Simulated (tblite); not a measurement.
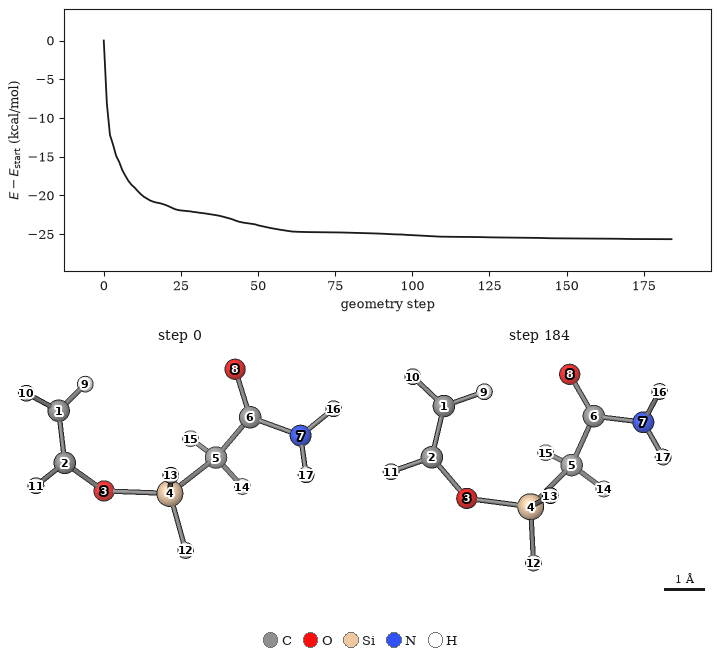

First and last geometry of a relaxation of C$_{4}$H$_{9}$NO$_{2}$Si, with the history of the run. A ball-and-stick model, seen face on.

Computed with GFN2-xTB geometry optimisation, gas phase (tblite). 

What do the curves and the structures tell?

It converged. The atom that moves furthest after the best rigid fit is H9 (1.15 Å). By element the largest moves are H 1.15 Å, O 0.66 Å, C 0.65 Å, N 0.55 Å, Si 0.35 Å. Near-neighbour distances that change, for instance: O3–Si4 1.754 → 1.616 Å, Si4–C5 1.844 → 1.923 Å, C6–N7 1.432 → 1.357 Å, N7–H16 1.066 → 1.006 Å. Bond angles that change, for instance: C2–O3–Si4 121.9° → 137.3°, O3–Si4–H12 106.5° → 99.1°, O3–C2–H11 117.2° → 110.9°. Groups turn about C2–O3 by about 65°, O3–Si4 by about 55°, C6–N7 by about 30°. After 184 geometry steps the energy has fallen by 25.6 kcal/mol. The run took 2.1 s on 1 thread of Arm Neoverse N1, on a shared host.
